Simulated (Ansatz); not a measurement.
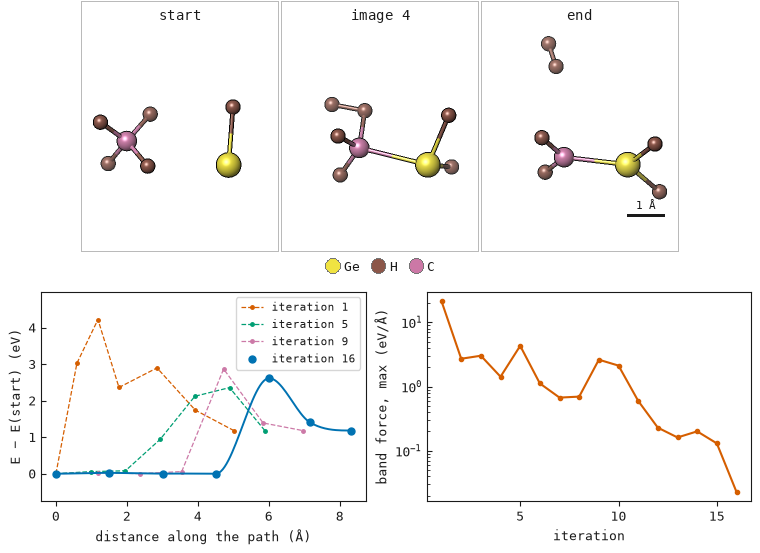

A search for the minimum-energy path of CH₆Ge, made up at the start of GeH₂ and CH4 by the nudged elastic band. Images are numbered from 0 (start) to 6 (end). The plot follows the band through its iterations. Style: ball-and-stick. Shown from a free direction.

Theory: RKS PBE0-D4/def2-SVP in Ansatz 0.2.0. Set-up: 5 movable images; climbing image; force threshold 0.05 eV/Å; iteration limit 60; starting path through a guess of the saddle point.

**Judge this run.**

The run is converged, with reservations. The band converged in 16 iterations. The largest component of the band force went from 21 to 0.023 eV/Å. The climbing image converged on the top of the path. Its vibrational analysis gives one imaginary mode (1052i cm⁻¹), as a transition state must have. The first iteration put the highest image at 4.22 eV. Forward barrier 2.62 eV, backward barrier 1.43 eV, with image 4 at the top; the reaction energy is +1.18 eV.

Limits of the set-up: the start holds two separate molecules, 2.2 Å apart at their closest, whose relative position is a soft coordinate.
